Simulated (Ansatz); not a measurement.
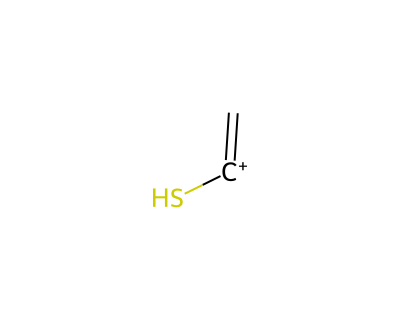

Structural formula above. State: charge +1, singlet. The geometry was computed by an optimisation with PBE0-D4/def2-TZVP. No frequency run is at hand to confirm it as a minimum.

What does the molecule look like in three dimensions?

Formula C2H3S(+). Its SMILES string is `C=[C+]S`. It has no ring. Among its groups: thiol. The point group is Cs. Coordination: 1 C trigonal planar; 1 C linear; 1 S bent.

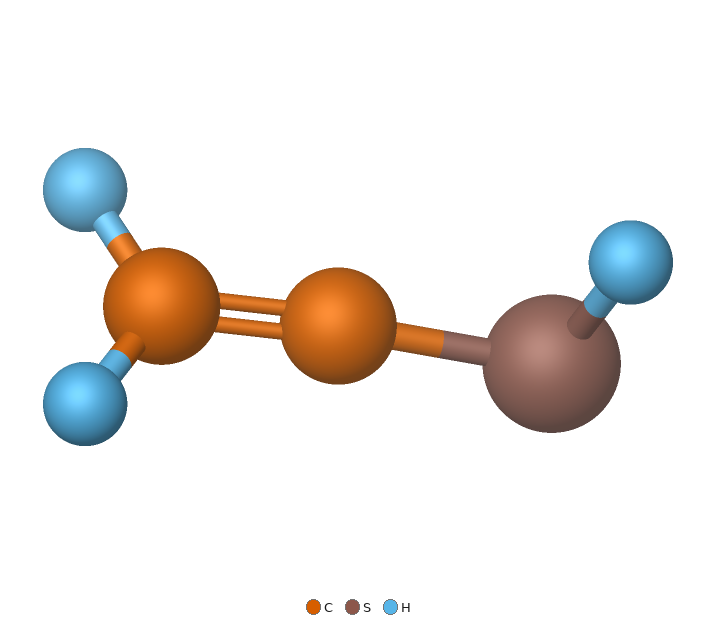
